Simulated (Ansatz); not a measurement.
The starting structures come from a database of crystals and need not be the phases stable at ambient conditions.

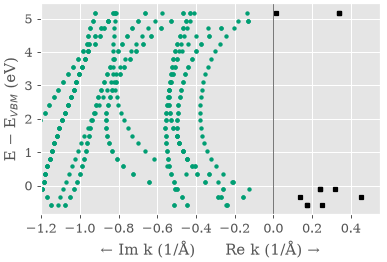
Fig. 1. Complex bands at the centre of the two-dimensional zone; Ansatz (a quantum-chemistry and plane-wave program) with PBEsol

No gap correction and no spin-orbit coupling; mid-gap values are interpolated between computed energies.

Q: This is Cs₂NaYCl₆ (Fm-3m, not sure to be the ambient phase, 10 atoms a cell, 32.5 Å³ an atom) along the normal of (111). Read off the slowest decay at the centre of the two-dimensional zone at 2.42 eV, the computed energy nearest the middle of the gap.

A: κ ≈ 0.38 1/Å, a decay length 1/(2κ) of the density of 1.3 Å.
